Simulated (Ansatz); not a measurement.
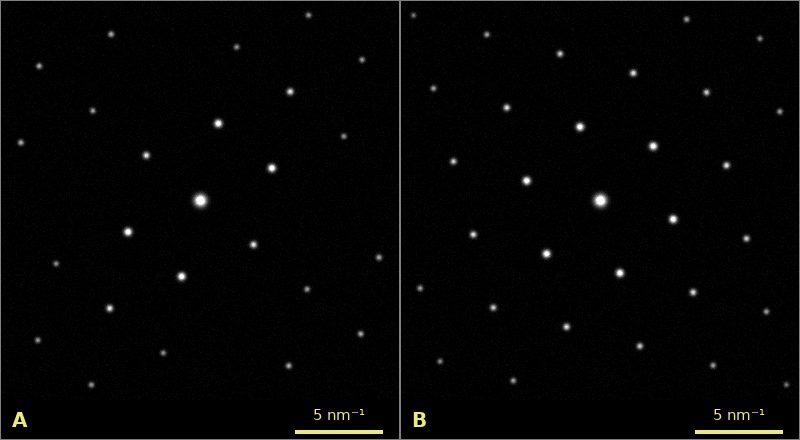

Kinematic electron diffraction patterns (200 kV, B = 0.5 Å², same scale, each along a low-index zone) of two structures of composition HgOs, each relaxed at zero pressure with DFT PBE, scalar-relativistic, plane waves, PAW in Ansatz.

The structures (standard cells):
1. Pm-3m (No. 221), a = 3.247 Å, 2 atoms; generated start, possibly hypothetical
2. P-6m2 (No. 187), a = 2.880 Å, c = 4.782 Å (hexagonal axes), 2 atoms; generated start, possibly hypothetical

Which pattern belongs to which structure, and along which zone?

Answer. A is structure 2 along [101] or an equivalent direction: centred rectangular net of 0 1 0 at d = 2.49 Å and 1 0 -1 at d = 2.21 Å, 63.7° apart (some points of this net are extinct or too weak to see). B is structure 1 along [111] or an equivalent direction: hexagonal net of -1 1 0 at d = 2.30 Å and -1 0 1 at d = 2.30 Å, 60.0° apart.

Rank the structures by their computed energy.

Answer. Structure 2 (P-6m2, 17.17 Å³ an atom) is the lowest of these; structure 1 (Pm-3m, 17.12 Å³ an atom) lies about 300 meV an atom higher. These are static energies at 0 K; other structures, not shown, may lie lower still.
